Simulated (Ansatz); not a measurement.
Starting cell, SiC (wurtzite):

```xyz
8
Lattice="6.1839 0.0000 0.0000 -1.5460 2.6777 0.0000 0.0000 0.0000 5.0743" Properties=species:S:1:pos:R:3 pbc="T T T"
Si     1.5460     0.8926     0.0026
Si     4.6379     0.8926     0.0026
Si     0.0000     1.7851     2.5398
Si     3.0920     1.7851     2.5398
C      1.5460     0.8926     3.1698
C      4.6379     0.8926     3.1698
C      0.0000     1.7851     0.6327
C      3.0920     1.7851     0.6327
```

The atoms are displaced by Q × the pattern below (from a DFPT mode at M = (0.5, 0.0, 0.0), largest move 1; Q in Å), at fixed cell. (q is in reciprocal vectors of the primitive cell; the cell shown is doubled to hold the pattern.)

| atom | x | y | z |
|---|---|---|---|
| Si1 | 0.171 | 0.099 | 0.059 |
| Si2 | -0.171 | -0.099 | -0.059 |
| Si3 | 0.171 | 0.099 | -0.059 |
| Si4 | -0.171 | -0.099 | 0.059 |
| C5 | -0.291 | -0.168 | -0.942 |
| C6 | 0.291 | 0.168 | 0.942 |
| C7 | -0.291 | -0.168 | 0.942 |
| C8 | 0.291 | 0.168 | -0.942 |

The numbers are results of PBE (plane waves to 420 eV, PAW, scalar-relativistic; Ansatz, an electronic-structure program), not measurements. k mesh 6×12×7 (Γ-centred), Fermi-Dirac smearing 0.05 eV. Energies are smeared free energies. SiC was relaxed with its symmetry unable to fall. The zero of ΔE is the undisplaced structure.

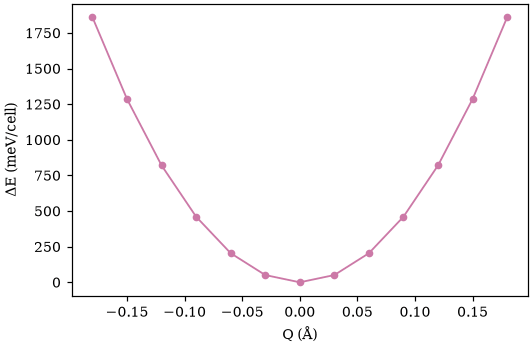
ΔE (meV/cell) against Q (Å); computed points joined by lines.

Question: What is the energy change at Q = 0.180 Å?

Answer: About 1900 meV/cell.

Question: What harmonic wavenumber does the curvature at Q = 0 give?

Answer: About 760 cm⁻¹.

(A displaced cell: forces are minus the slopes of the energy, force constants its curvatures, and phonons follow from these.)
